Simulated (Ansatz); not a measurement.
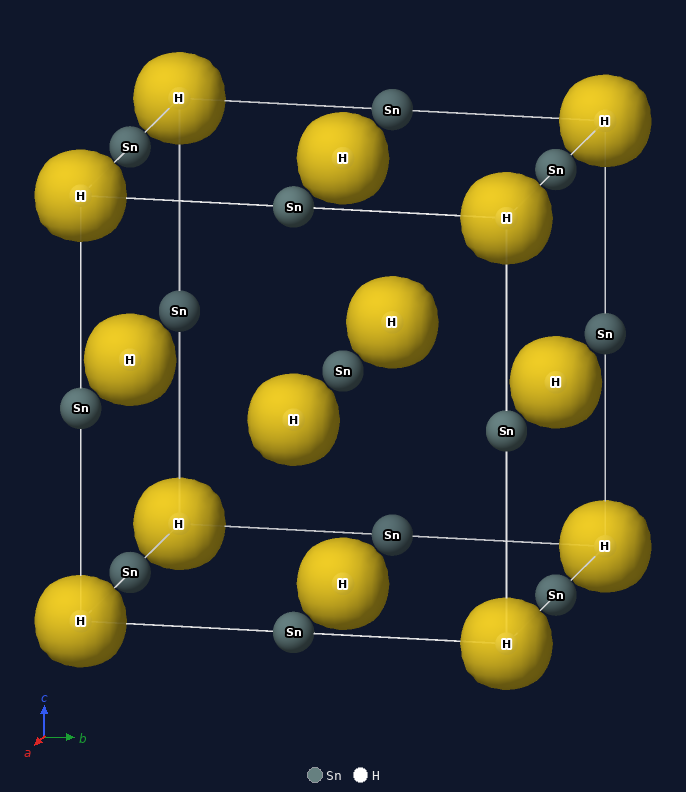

*SnH. Isosurface of the electron localisation function at 0.9 (yellow), seen slightly off an axis. Only the valence region is drawn (cores and ρ < 0.01 e/Å³ removed).*

Space group Fm-3m; a structure generated by program, which may or may not match a known phase; computed without spin polarisation.

These are results of DFT PBE, scalar-relativistic, plane waves, PAW (Ansatz 0.2.0), not measurements.

In a PAW calculation such maps are meaningful between the atoms, not at the nuclei.

**What do the ELF domains correspond to?**

The surface consists of four regions around hydrogen nuclei, counted in one cell of 8 atoms. Any copies at cell faces, edges or corners count once. Along the contacts the grid gives the following. Sn–H (2.50 Å): the ELF climbs to about 1 towards the hydrogen.
